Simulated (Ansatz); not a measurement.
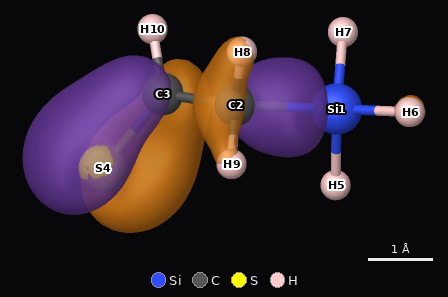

*C2H6SSi (SMILES [SiH3]CC=S). The HOMO−1 at ±0.15 Å⁻³ᐟ² (orange and purple are the two phases), seen from one side.*

Geometry: PBE0-D4/def2-TZVP.

Computed with RKS PBE0-D4/def2-TZVPP (Ansatz).

| atom | x (Å) | y (Å) | z (Å) |
| --- | --- | --- | --- |
| Si | -1.0986 | 0.7110 | -0.1391 |
| C | 0.2350 | -0.3923 | 0.6479 |
| C | 1.2533 | -0.7189 | -0.3623 |
| S | 2.6583 | 0.0443 | -0.5829 |
| H | -0.4920 | 2.0056 | -0.5310 |
| H | -2.1835 | 0.9292 | 0.8526 |
| H | -1.6575 | 0.0353 | -1.3383 |
| H | -0.2753 | -1.2921 | 1.0078 |
| H | 0.6627 | 0.1612 | 1.4867 |
| H | 0.9807 | -1.5346 | -1.0383 |

### Describe this orbital and give its energy.

It lies mainly on S4 (about 50 %), C3 (about 20 %), C2 (about 15 %) and Si1 (about 10 %). Its energy is −8.09 eV.
